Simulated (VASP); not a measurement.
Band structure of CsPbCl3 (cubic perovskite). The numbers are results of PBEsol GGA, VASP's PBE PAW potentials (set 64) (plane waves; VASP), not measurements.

Unless said otherwise, spin-orbit coupling is left out, though it shifts the bands of the heavy elements here.

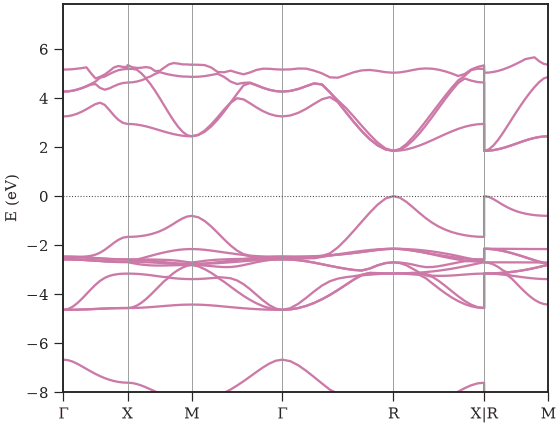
Figure: Bands along high-symmetry lines, zero at the valence-band maximum or, without a gap, the Fermi level

Q: Read the plot: is there a gap, and where are the band edges?

A: The gap is direct, 1.85 eV, from the valence maximum at R to the conduction minimum at R. (Edges off the drawn lines would not show.)

The compound is CsPbCl3 in the cubic perovskite structure, the ideal cubic form; the compound distorts at low or room temperature. It was relaxed first.
